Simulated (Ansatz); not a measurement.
Bond stretch in H2, singlet.

Methods: UHF/cc-pVQZ (Ansatz, a first-principles code); UCCSD(T) = CCSD(T) on UHF/cc-pVQZ, frozen core (Ansatz); UCCSD = CCSD on UHF/cc-pVQZ, frozen core run with Ansatz.

Energies are in kcal/mol, each relative to the lowest point of its own curve near equilibrium.

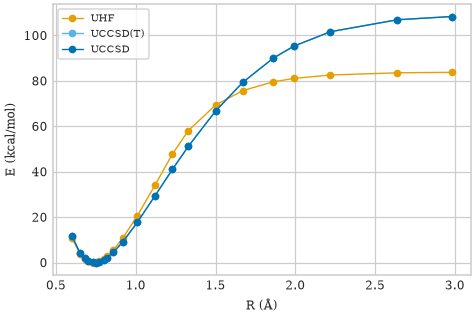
*Energy against bond length for each method.*

```tsv
R / Å	UHF	UCCSD(T)	UCCSD
0.60	10.9	11.6	11.6
0.65	3.8	4.3	4.3
0.68	1.4	1.8	1.8
0.70	0.5	0.8	0.8
0.73	0.0	0.0	0.0
0.75	0.1	0.0	0.0
0.77	0.5	0.3	0.3
0.80	1.7	1.2	1.2
0.82	2.8	2.1	2.1
0.86	5.6	4.5	4.5
0.92	10.9	9.2	9.2
1.01	20.6	17.7	17.7
1.12	34.0	29.3	29.3
1.23	47.8	41.0	41.0
1.33	58.1	51.2	51.2
1.50	69.3	66.7	66.7
1.67	75.7	79.3	79.3
1.86	79.5	89.9	89.9
1.99	81.0	95.2	95.2
2.22	82.5	101.6	101.6
2.64	83.5	106.9	106.9
2.98	83.7	108.3	108.3
```

The unrestricted determinant behind UHF, UCCSD(T), UCCSD is spin-contaminated at 1.23 to 2.98 Å (<S²> up to 1.0, against 0.00 for a pure singlet). With two correlated electrons CCSD is exact in the basis where it finds the lowest root (UCCSD(T), UCCSD).
